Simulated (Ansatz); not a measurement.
```xyz
13

C     0.3859   -0.9592    1.8324
O     1.1028   -0.0593    1.0447
Al    0.9092    0.7878   -0.3934
O     2.1388    1.8306   -0.8918
O    -0.4317    0.6770   -1.3875
C    -1.6387   -0.0113   -1.4768
H     0.8671   -1.9434    1.8229
H    -0.6500   -1.0881    1.4953
H     0.3585   -0.6100    2.8701
H     2.9276    1.9428   -0.3642
H    -1.7368   -0.8002   -0.7205
H    -1.7312   -0.4797   -2.4624
H    -2.4810    0.6783   -1.3538
```

Geometry: PBE0-D4/def2-TZVP.

Computed with RKS PBE0-D4/def2-TZVPP in Ansatz 0.2.0.

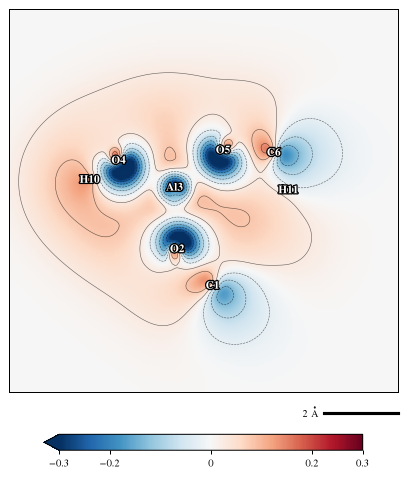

C$_{2}$H$_{7}$AlO$_{3}$ (SMILES C[O][Al]([OH])[O]C). The LUMO on the plane of atoms Al3, O5 and C6 (values in Å⁻³ᐟ²; the overall sign is arbitrary).

### What is the character of this orbital?

Its weight (Hirshfeld) is mainly on Al3 (about 55 %), O4 (about 10 %), O2 (about 5 %), H10 (about 5 %) and O5 (about 5 %). Its energy is −0.25 eV.
